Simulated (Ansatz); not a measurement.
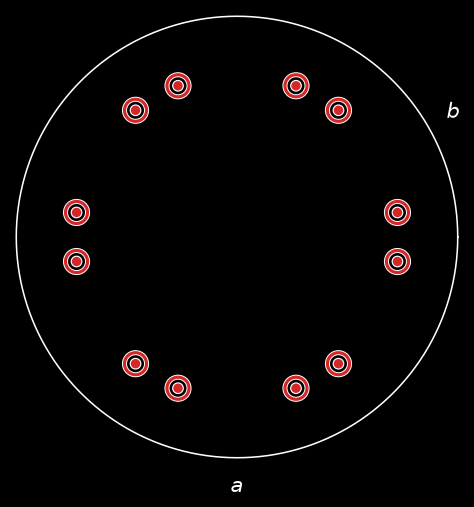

Stereographic projection: filled dots lie in the upper hemisphere, open rings in the lower. The c axis points at the viewer. The poles are all faces of one general form. Computed from the symmetry operations of a computed or model structure of composition BN, which need not be its known form.

> Which point group is this?

6/mmm (D6h), order 24, hexagonal system: one sixfold axis, six twofold axes, seven mirror planes, an inversion centre.

> Which physical properties does it allow?

It is centrosymmetric, so neither piezoelectric nor pyroelectric; it is not chiral.
